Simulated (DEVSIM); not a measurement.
Structure: abrupt In0.53Ga0.47As p-n junction, at 300 K.

| layer (left to right) | material | thickness (μm) | Nd (cm⁻³) | Na (cm⁻³) | τn (s) | τp (s) |
|---|---|---|---|---|---|---|
| 1 | In0.53Ga0.47As | 92.0 | - | 4.4e15 | 2.7e-9 | 2.7e-9 |
| 2 | In0.53Ga0.47As | 0.460 | 1.4e14 | - | 2.7e-9 | 2.7e-9 |

Left contact: ohmic. Right contact: ohmic. Voltage is applied to the left contact. Recombination: SRH at mid-gap, radiative. Mobility is μmin + (μ − μmin)/(1 + (N/Nref)^α).

The device is made up for the run: typed textbook-type constants, with dimensions and the other settings drawn at random. Values at 300 K.

| parameter | In0.53Ga0.47As |
|---|---|
| gap (eV) | 0.74 |
| affinity (eV) | 4.51 |
| permittivity | 13.9 |
| Nc (cm⁻³) | 2.1e17 |
| Nv (cm⁻³) | 7.7e18 |
| μn (cm²/Vs) | 12000 |
| μp (cm²/Vs) | 300 |
| μn,min | 300 |
| μp,min | 10 |
| Nref,n | 1.3e17 |
| Nref,p | 4.9e17 |
| αn | 0.48 |
| αp | 0.4 |
| B (cm³/s) | 9.6e-11 |

Simulated with DEVSIM: 1D drift-diffusion, Boltzmann statistics, complete ionisation; no tunnelling, impact ionisation, image-force lowering or self-heating.

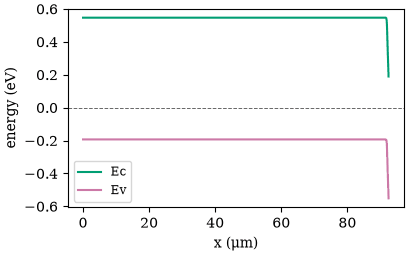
Figure. Band edges at zero bias

Energies count from the Fermi level of the right contact; mesh points crowd at the junctions.

```csv
x (μm),Ec (eV),Ev (eV),n (cm⁻³),p (cm⁻³),field (V/cm)
0.000,0.547,-0.193,1.4e8,4.4e15,≈ 0
0.03491,0.547,-0.193,1.4e8,4.4e15,≈ 0
0.1148,0.547,-0.193,1.4e8,4.4e15,≈ 0
0.3165,0.547,-0.193,1.4e8,4.4e15,≈ 0
1.043,0.547,-0.193,1.4e8,4.4e15,≈ 0
2.595,0.547,-0.193,1.4e8,4.4e15,≈ 0
6.403,0.547,-0.193,1.4e8,4.4e15,≈ 0
20.12,0.547,-0.193,1.4e8,4.4e15,≈ 0
47.84,0.547,-0.193,1.4e8,4.4e15,≈ 0
73.27,0.547,-0.193,1.4e8,4.4e15,≈ 0
84.38,0.547,-0.193,1.4e8,4.4e15,≈ 0
89.68,0.547,-0.193,1.4e8,4.4e15,≈ 0
91.03,0.547,-0.193,1.4e8,4.4e15,≈ 0
91.62,0.547,-0.193,1.4e8,4.3e15,-51
91.90,0.527,-0.213,2.9e8,2.0e15,-2600
91.97,0.499,-0.241,8.7e8,6.9e14,-5500
92.00,0.480,-0.260,1.8e9,3.3e14,-6900
92.03,0.457,-0.283,4.4e9,1.4e14,-6800
92.15,0.380,-0.360,8.7e10,6.9e12,-6500
92.32,0.273,-0.467,5.4e12,1.1e11,-6200
92.41,0.219,-0.521,4.4e13,1.4e10,-6000
92.46,0.189,-0.551,1.4e14,4.3e9,-6000
```
